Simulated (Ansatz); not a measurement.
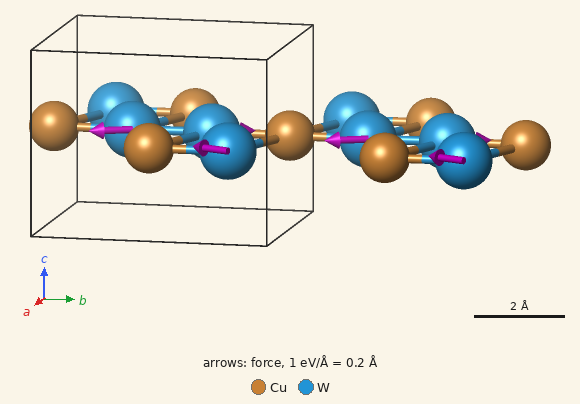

Starting geometry of solid CuW₂ (built on the random type) (coarse preliminary run) with the computed forces as purple arrows. The picture is a ball-and-stick view of the cell of the calculation, repeated 1 × 2 × 1 with one cell outlined, seen slightly off an axis.

Case: random cell with space group Pbam (No. 55).

Method: Ansatz 0.2.0, DFT PBE, scalar-relativistic, plane waves, PAW.

Input
```yaml
crystal:
  lattice:
    - [4.5780118182, 0.0, 0.0]
    - [0.0, 5.4148666254, 0.0]
    - [0.0, 0.0, 4.2336017697]
  atoms:
    - { symbol: Cu, position: [0.5, 0.0, 0.5] }
    - { symbol: Cu, position: [0.0, 0.5, 0.5] }
    - { symbol: W, position: [0.0101068018, 0.1666666667, 0.5] }
    - { symbol: W, position: [0.5101068018, 0.3333333333, 0.5] }
    - { symbol: W, position: [0.4898931982, 0.6666666667, 0.5] }
    - { symbol: W, position: [0.9898931982, 0.8333333333, 0.5] }
basis:
  ecutwfc: 420
kpoints:
  mp_grid: { grid: [4, 4, 4] }
hamiltonian:
  xc: pbe
scf:
  occupations: { method: gaussian, width: 0.1 }
  lower_state_search: "off"
output:
  forces: true
  stress: true
  eigenvalues: true
relax:
  adjacent_minimum: "off"
  f_tol: 0.04
  max_steps: 70
  cell: { stress_tol: 0.4 }
```

Launched with:
```bash
ansatz run input.yaml --threads 1 --pin off --max-ram 2560MiB --backend cpu --events-out ev --progress --plain --runs-dir out
```

Question: Is this structure relaxed? If not, where do the atoms go?

Answer: It isn't relaxed: the largest force vector, on W atoms, is 5.02 eV/Å. Measured relative to the changing cell, the final displacements run against the starting forces (cosine between the two patterns −0.47). Over 19 accepted moves (22 points after the start) the energy falls by 6788 meV per atom. The largest force component goes from 4.6 to 0.0078 eV/Å. Pressure: 170.28 GPa at the start and −0.01 GPa at the end. The line search rejected the trial step at point 12 of the run. At 2 points the geometry stayed and the basis and grid were re-selected for the new cell (energy shift of 199 meV per atom at most each time). The largest moves relative to the cell, 0.047 Å, are those of W3, W4, W5 and W6. W6 goes along +a. Cu stays in place. The drawn cell changes as follows: a 4.578 → 4.617 Å (+0.9 %), b 5.415 → 7.987 Å (+47.5 %), c 4.234 → 2.676 Å (−36.8 %); the volume changes by −6.0 %. Among the contacts that change: W3–W3 4.234 → 2.676 Å, Cu1–Cu1 4.234 → 2.676 Å, Cu1–W4 1.806 → 2.665 Å, W3–W6 1.807 → 2.657 Å. Bond angles that change, for instance: W4–W3–W4 137.0° → 119.9°, Cu1–W3–Cu1 137.0° → 120.2°, W3–Cu1–W3 137.0° → 120.2°. The space group (tolerance 0.01 Å) goes from Pbam (No. 55) to P6/mmm (No. 191). The run took roughly 7 core-minutes on a shared host.

Limits of the set-up: the k-point mesh is coarse for a cell with partly filled bands.
